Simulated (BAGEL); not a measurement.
**CH2FNOSi (SMILES O=C=N[SiH2]F): a chain of runs**

Wanted: the energy (HF/cc-pVDZ), then a single-point energy (NEVPT2(2,2)/cc-pVDZ) of CH2FNOSi. 

Program for the calculation: BAGEL 1.2.2.

1 further run of the same task is left out (set aside as unsound or not needed).

### Step 1. The structure to begin with

CH2FNOSi has 7 atoms, charge 0, and is taken as a singlet. SMILES: `O=C=N[SiH2]F`. One bond was lengthened or shortened from a relaxed shape.

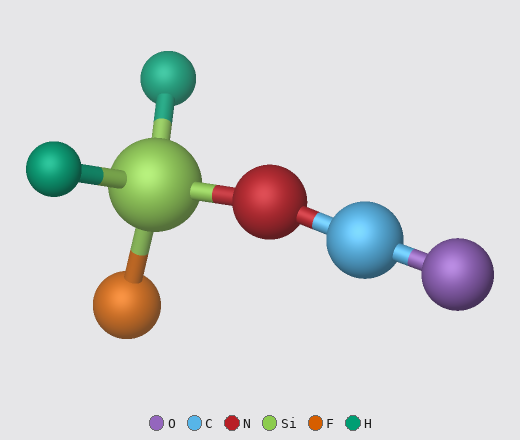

The structure, seen from a chosen angle (oxygen purple, carbon blue, nitrogen red, silicon green, fluorine orange, hydrogen teal).

### Step 2. A single-point energy at HF/cc-pVDZ (density fitting with svp-jkfit) (run 1)

Contents of hf.json:

```json
{ "bagel": [

{
  "title": "molecule",
  "basis": "cc-pvdz.json",
  "df_basis": "svp-jkfit",
  "angstrom": "true",
  "geometry": [
    { "atom": "O", "xyz": [   -0.539133,   -2.656813,   -0.535079 ] },
    { "atom": "C", "xyz": [   -0.272233,   -1.565713,   -0.239179 ] },
    { "atom": "N", "xyz": [    0.015667,   -0.455013,    0.093021 ] },
    { "atom": "Si", "xyz": [    0.212100,    0.968300,    0.188900 ] },
    { "atom": "F", "xyz": [   -0.420200,    1.671000,   -1.091000 ] },
    { "atom": "H", "xyz": [   -0.490300,    1.470300,    1.384800 ] },
    { "atom": "H", "xyz": [    1.659300,    1.253600,    0.203700 ] }
  ]
},
{
  "title": "hf"
},
{
  "title": "print",
  "file": "orbitals.molden",
  "orbitals": "true"
}

]}
```

The basis set cc-pVDZ is read from a file made from the Basis Set Exchange's data (not shown).

Started as:

```sh
$ BAGEL_NUM_THREADS=1 BAGEL hf.json > hf.out
```

The log of the run:

```text
* using 1 threads per process

  ===============================================================
  ===============================================================

  *** Geometry ***

  { "atom" : "O", "xyz" : [     -1.018814,     -5.020649,     -1.011153 ] },
  { "atom" : "C", "xyz" : [     -0.514446,     -2.958769,     -0.451983 ] },
  { "atom" : "N", "xyz" : [      0.029606,     -0.859850,      0.175784 ] },
  { "atom" : "Si", "xyz" : [      0.400811,      1.829822,      0.356969 ] },
  { "atom" : "F", "xyz" : [     -0.794063,      3.157732,     -2.061691 ] },
  { "atom" : "H", "xyz" : [     -0.926533,      2.778464,      2.616893 ] },
  { "atom" : "H", "xyz" : [      3.135623,      2.368961,      0.384937 ] },

  Number of auxiliary basis functions:      470

  Since a DF basis is specified, we compute 2- and 3-index integrals:
    o Being stored without compression. Storage requirement is 0.027 GB

  Number of basis functions:       84
  Number of electrons      :       46

    * METHOD: MOLECULE                             0.20

  *** RHF ***

  === Nuclear Repulsion ===
   215.3397928756

      * DIIS with orbital gradients will be used.

  === RHF iteration (cc-pvdz.json) ===
      0       -556.47072685          0.01974283           0.07
      1       -556.65472250          0.01358942           0.07
      2       -556.76497103          0.00128738           0.07
      3       -556.76605520          0.00056752           0.07
      4       -556.76626674          0.00012467           0.07
      5       -556.76627917          0.00004671           0.07
      6       -556.76628113          0.00001267           0.07
      7       -556.76628135          0.00000439           0.07
      8       -556.76628137          0.00000172           0.07
      9       -556.76628137          0.00000072           0.07
     10       -556.76628137          0.00000035           0.07
     11       -556.76628138          0.00000018           0.07
     12       -556.76628138          0.00000006           0.07
     13       -556.76628138          0.00000002           0.07
     14       -556.76628138          0.00000001           0.07
    * SCF iteration converged.

    * Permanent dipole moment:
           (   -0.224527,     0.272734,    -0.458722) a.u.

    * METHOD: HF                                   1.17

    * METHOD: PRINT                                0.01

  ===============================================================
```

Wall time 1.5 s (1 thread of Arm Neoverse V2, shared host); peak memory 0.12 GiB.

### Step 3. A single-point energy at NEVPT2(2,2)/cc-pVDZ (density fitting with svp-jkfit) (run 2)

Contents of input.json:

```json
{ "bagel": [

{
  "title": "molecule",
  "basis": "cc-pvdz.json",
  "df_basis": "svp-jkfit",
  "angstrom": "true",
  "geometry": [
    { "atom": "O", "xyz": [      -0.539133,      -2.656813,      -0.535079 ] },
    { "atom": "C", "xyz": [      -0.272233,      -1.565713,      -0.239179 ] },
    { "atom": "N", "xyz": [       0.015667,      -0.455013,       0.093021 ] },
    { "atom": "Si", "xyz": [       0.212100,       0.968300,       0.188900 ] },
    { "atom": "F", "xyz": [      -0.420200,       1.671000,      -1.091000 ] },
    { "atom": "H", "xyz": [      -0.490300,       1.470300,       1.384800 ] },
    { "atom": "H", "xyz": [       1.659300,       1.253600,       0.203700 ] }
  ]
},

{
  "title": "hf"
},

{
  "title": "nevpt2",
  "nstate": 1,
  "nact": 2,
  "nclosed": 22,
  "active": [13, 26],
  "maxiter": 200,
  "natocc": "true",
  "ncore": 9
},

{
  "title": "print",
  "file": "orbitals.molden",
  "orbitals": "true"
}

]}
```

The basis set cc-pVDZ is read from a file made from the Basis Set Exchange's data (not shown).

Started as:

```sh
$ BAGEL_NUM_THREADS=1 BAGEL input.json > input.out
```

The log of the run:

```text
* using 1 threads per process

  ===============================================================
  ===============================================================

  *** Geometry ***

  { "atom" : "O", "xyz" : [     -1.018814,     -5.020649,     -1.011153 ] },
  { "atom" : "C", "xyz" : [     -0.514446,     -2.958769,     -0.451983 ] },
  { "atom" : "N", "xyz" : [      0.029606,     -0.859850,      0.175784 ] },
  { "atom" : "Si", "xyz" : [      0.400811,      1.829822,      0.356969 ] },
  { "atom" : "F", "xyz" : [     -0.794063,      3.157732,     -2.061691 ] },
  { "atom" : "H", "xyz" : [     -0.926533,      2.778464,      2.616893 ] },
  { "atom" : "H", "xyz" : [      3.135623,      2.368961,      0.384937 ] },

  Number of auxiliary basis functions:      470

[... 21 lines left out ...]
    * SCF iteration converged.
[... 1 line left out ...]
    * Permanent dipole moment:
[... 22 lines left out ...]
      0  0      -556.76630064     7.77e-06      0.02

      1  0      -556.76642834     3.98e-05      0.25
[... 55 lines of this table left out ...]
     29  0      -556.78102002     6.20e-09      0.54

    * Second-order optimization converged. *

     guess   0:   closed 1.                   open ..

  === FCI iteration ===

      0  0      -556.76577680     7.48e-02      0.00
      1  0      -556.78096524     3.43e-03      0.00
      2  0 *    -556.78102002     6.55e-16      0.00

     * ci vector, state   0, <S^2> = 0.0000
       2.     0.9948379153
       .2    -0.1014767077

  === DF-NEVPT2 calculation ===

    * 3-index integral transformation done
    * assembly done

      NEVPT2 correlation energy:   -0.7073622134      0.17

          (+0)     -0.5758409341
          (+0)'    -0.0452521709
          (+1)     -0.0292143513
          (+1)'    -0.0000000000
          (+2)     -0.0015878008
          (-1)     -0.0491716157
          (-1)'     0.0000000000
          (-2)     -0.0062953406

      NEVPT2 total energy:       -557.4883822328

    * METHOD: NEVPT2                              16.37

    * METHOD: PRINT                                0.01

  ===============================================================
```

Run time: 18 s. Hardware: 1 thread of Arm Neoverse V2, shared host; peak memory 0.14 GiB.

### Step 4. What came out

```
                                quantity          value
         run 1, HF/cc-pVDZ: total energy  -556.76628 Eh
        run 1, HF/cc-pVDZ: dipole moment         1.47 D
          run 1, HF/cc-pVDZ: HOMO energy      -12.07 eV
          run 1, HF/cc-pVDZ: LUMO energy        3.79 eV
        run 1, HF/cc-pVDZ: HOMO–LUMO gap       15.87 eV
run 2, NEVPT2(2,2)/cc-pVDZ: total energy  -557.48838 Eh
```
